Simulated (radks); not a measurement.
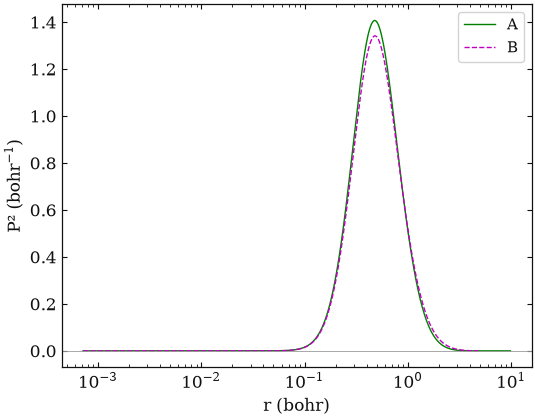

Yb²⁺ (Z = 70, 68 electrons) was computed in two configurations: [Xe] 4f13 6s1 (open shells shared over both j by 2j + 1); [Xe] 4f14. All numbers are computed, not measured: Dirac Kohn-Sham, PBE, spin-unpolarised, spherical densities, finite nucleus (the in-house radial solver radks).

The plot shows P² of the 4f5/2 orbital in both runs (large components where relativistic).

Which curve belongs to which run?

A is [Xe] 4f13 6s1 (open shells shared over both j by 2j + 1) (⟨r⟩ = 0.728 bohr, eigenvalue −27.5 eV); B is [Xe] 4f14 (⟨r⟩ = 0.770 bohr, eigenvalue −18.4 eV). The orbital is smaller where the other electrons screen the nucleus less.
